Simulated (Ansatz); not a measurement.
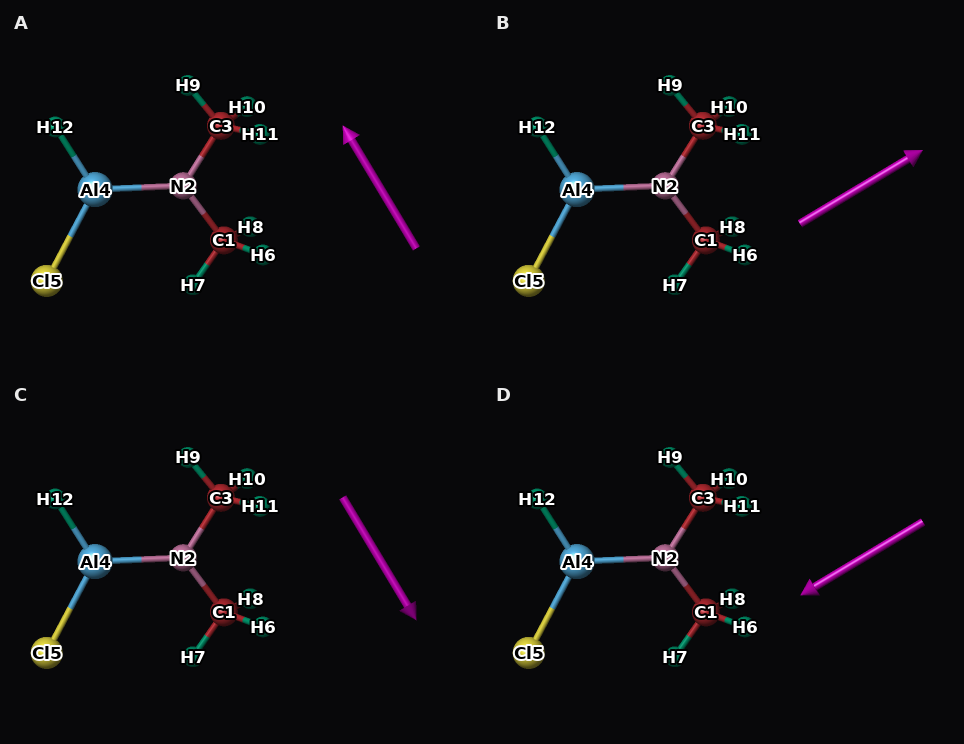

The same molecule four times, each with an arrow. The computed structure is the end point of a PBE-D4/def2-SVP optimisation. No frequency run is at hand to confirm it as a minimum. Level of theory: RKS PBE-D4/def2-SVP (Ansatz 0.2.0).

Question: Which arrow points along the dipole moment, from the negative to the positive end?

Answer: B. The dipole moment is 2.03 D; it points from the side of Cl5 to the side of H10, H11 (the outermost atoms at the two ends).
